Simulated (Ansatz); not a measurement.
BClFH2InN (SMILES FB[NH][In][Cl]) (doublet)

```json
{"atom": "B", "x (Å)": "-1.7079", "y (Å)": "2.5003", "z (Å)": "-0.5328"}
{"atom": "Cl", "x (Å)": "0.5971", "y (Å)": "-1.0226", "z (Å)": "2.2236"}
{"atom": "F", "x (Å)": "-0.7505", "y (Å)": "2.8747", "z (Å)": "-1.4011"}
{"atom": "In", "x (Å)": "0.4808", "y (Å)": "0.6106", "z (Å)": "0.4876"}
{"atom": "N", "x (Å)": "-1.4035", "y (Å)": "1.5127", "z (Å)": "0.4024"}
{"atom": "H", "x (Å)": "-2.1089", "y (Å)": "1.2125", "z (Å)": "1.0689"}
{"atom": "H", "x (Å)": "-2.7881", "y (Å)": "3.0426", "z (Å)": "-0.6086"}
```

Geometry: PBE0-D3(BJ)/def2-SVP; core potentials replace the inner electrons of In.

These are results of isolated molecule in a Gaussian basis; Kohn-Sham density functional theory, functional PBE0 (Ansatz), not measurements.

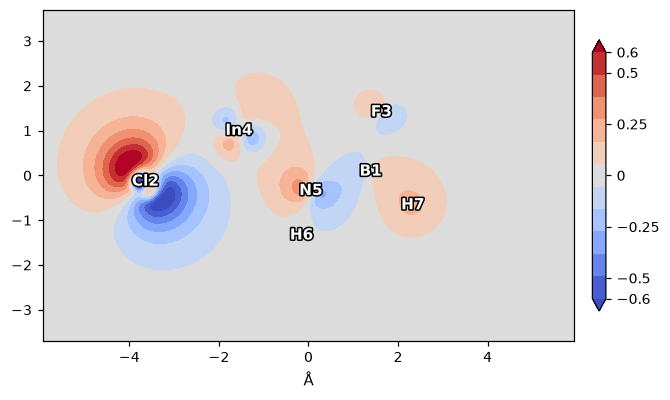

Figure 1. The HOMO−1 (β) on the molecular plane (values in Å⁻³ᐟ²; the overall sign is arbitrary).

**Where does this orbital lie, and at what energy?**

By Hirshfeld shares it lies mainly on Cl2 (about 85 %) and In4 (about 10 %); it is symmetric in the molecular plane (an in-plane orbital: σ, lone-pair or in-plane π type); largely a lone pair of Cl2. Its energy is −8.80 eV.

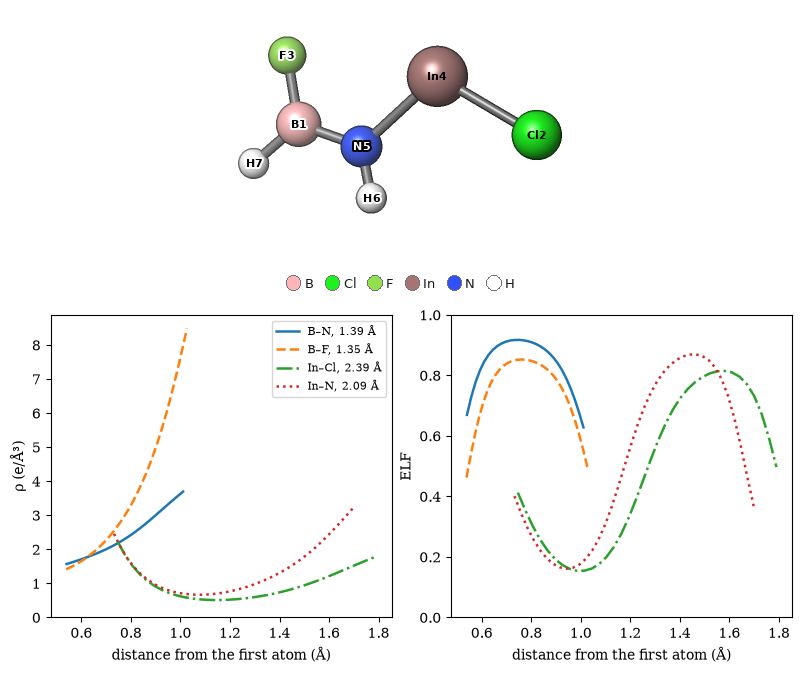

Figure 2. Electron density and electron localisation function along straight lines between neighbouring atoms. The curves leave out the atomic cores. The structure is drawn too.

**Compare the contacts.**

B–N (1.39 Å): the density is about 2 e/Å³ at the midpoint; the ELF peaks at about 0.90 between the atoms (a short, strongly polar bond).
B–F (1.35 Å): ρ is about 2.1 e/Å³ halfway; the ELF peaks at about 0.85 between the atoms, as expected for a polar covalent bond.
In–Cl (2.39 Å): ρ at the midpoint is about 0.52 e/Å³; the ELF peaks at about 0.80 in the valence shell of Cl, 0.8 Å from its nucleus, and drops to about 0.15 between the two atoms.
In–N (2.09 Å): ρ is about 0.67 e/Å³ halfway; the ELF peaks at about 0.85 in the valence shell of N, 0.6 Å from its nucleus, and drops to about 0.15 between the two atoms.

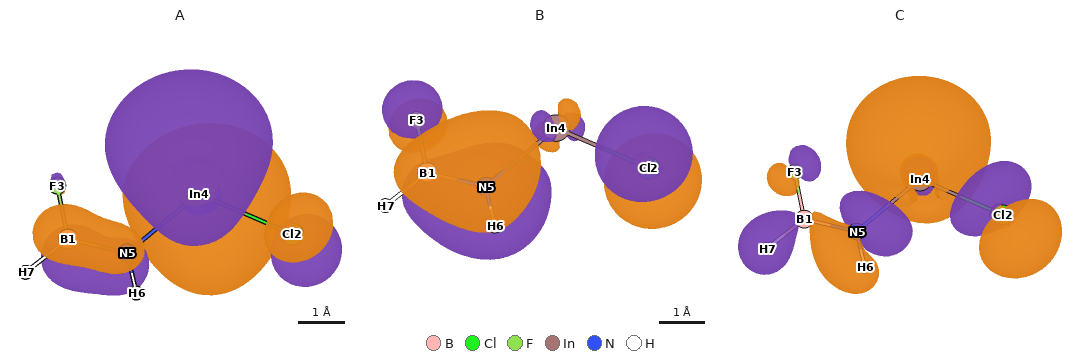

Figure 3. Three frontier orbitals at ±0.06 Å⁻³ᐟ² (orange and purple are the two phases), in no order.

**Which picture is the HOMO−1, the HOMO and the LUMO? All are α orbitals.**

B is the HOMO−1 (α) (−8.63 eV). Its weight (Hirshfeld) is mainly on N5 (about 55 %), Cl2 (about 15 %), B1 (about 15 %) and In4 (about 5 %); it changes sign across the molecular plane (π type). C is the HOMO (α) (−6.96 eV). It lies mainly on In4 (about 65 %), Cl2 (about 20 %) and N5 (about 10 %); it is symmetric in the molecular plane (an in-plane orbital: σ, lone-pair or in-plane π type). A is the LUMO (α) (−2.00 eV). Its weight (Hirshfeld) is mainly on In4 (about 85 %) and Cl2 (about 5 %); it changes sign across the molecular plane (π type).

**What is the gap between the highest occupied and lowest empty α orbitals?**

4.96 eV between the orbital energies.
